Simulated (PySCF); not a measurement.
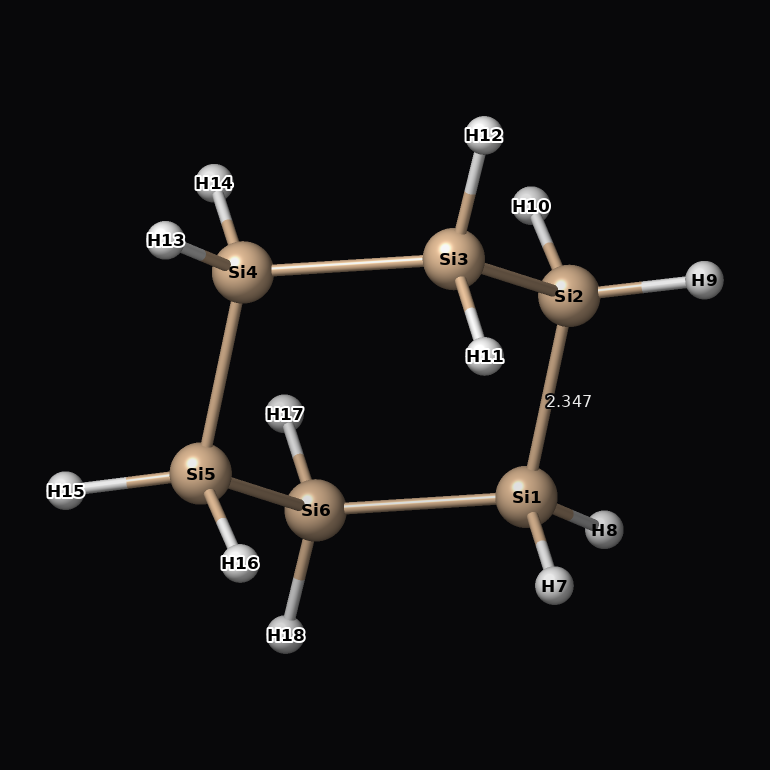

The numbers beside the sticks are distances in Å. Sticks don't show bond order. Computed geometry: PBE0-D3(BJ)/def2-SVP optimisation. No frequency run is at hand to confirm it as a minimum.

Assign a bond order to each marked bond.

Si1–Si2 single.

Write the SMILES.

[SiH2]1[SiH2][SiH2][SiH2][SiH2][SiH2]1
